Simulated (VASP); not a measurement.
Band structure of GeRh₃ (space group P6_3/mmc). All values below come from r2SCAN meta-GGA, VASP's PBE PAW potentials (set 64) (plane waves; VASP).

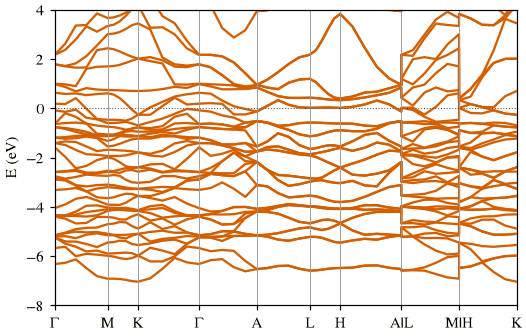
Bands along high-symmetry lines, zero at the valence-band maximum or, without a gap, the Fermi level

**Question.** Read the plot: is there a gap, and where are the band edges?

**Answer.** It has no gap at this level: it comes out as a metal or semimetal.

The structure comes from a computed database's GeRh3 entry (P6_3/mmc); how it stands against other phases isn't given here. It was relaxed first.
